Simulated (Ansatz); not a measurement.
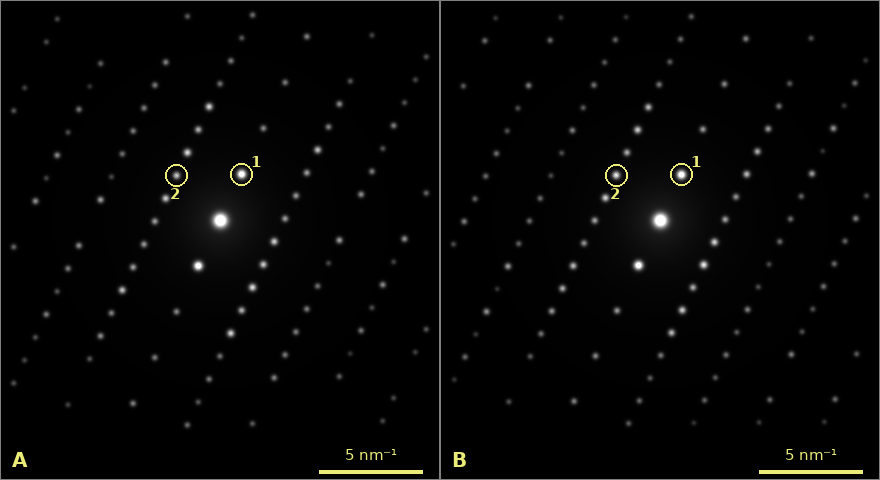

Kinematic electron diffraction patterns (200 kV, B = 0.5 Å², same scale) along [101] of the run's own cell, for the start and the end of one relaxation of Si3Br with Ansatz 0.2.0, DFT PBE, scalar-relativistic, plane waves, PAW. k mesh 10×6×6. The start is a generated model structure, and the relaxation ends in the nearest stationary point of its symmetry, not necessarily the ground state. Spot 1 is 0 -2 0 and spot 2 is 1 -1 -1 in both.

Start structure:

```yaml
crystal:
  lattice:
    - [3.89532, 0.00000, 0.00000]
    - [0.00000, 5.33216, 6.18401]
    - [0.00000, -5.33216, 6.18401]
  atoms:
    - { symbol: Si, position: [0.25157, 0.06549, 0.17671] }
    - { symbol: Si, position: [0.74843, 0.17671, 0.06549] }
    - { symbol: Si, position: [0.25157, 0.67671, 0.56549] }
    - { symbol: Si, position: [0.74843, 0.56549, 0.67671] }
    - { symbol: Si, position: [0.69465, 0.28829, 0.78829] }
    - { symbol: Si, position: [0.30535, 0.78829, 0.28829] }
    - { symbol: Br, position: [0.08988, 0.14720, 0.64720] }
    - { symbol: Br, position: [0.91012, 0.64720, 0.14720] }
```

Which pattern belongs to the start structure, and which to the relaxed one?

Answer. A is the start: its cell gives d(1) = 4.038 Å, d(2) = 3.296 Å and an angle of 69.6°. B is the relaxed structure, with d(1) = 4.086 Å (+1.2 %), d(2) = 3.270 Å (-0.8 %) and 69.7°.

Name reflections whose intensity changes strongly on relaxation.

Answer. 2 2 -2, 2 -6 -2 come into sight; 2 1 -2 goes from 9.3 to 2.5 % of the strongest spot; 1 -2 -1 goes from 28 to 12 % of the strongest spot; 2 4 -2 goes from 4.2 to 9 % of the strongest spot.

Summarise the relaxation behind the change.

Answer. The volume changed by +0.9 % to 32.41 Å³ an atom; with the mean shift removed, the atoms moved by up to 0.30 Å relative to the cell (Br most); the space group stayed Aem2 (No. 39); the free energy fell by 2.9 meV an atom. Relaxed cell: a = 3.848 Å, b = 8.245 Å, c = 8.245 Å, α = 82.38°, β = 90.00°, γ = 90.00°.
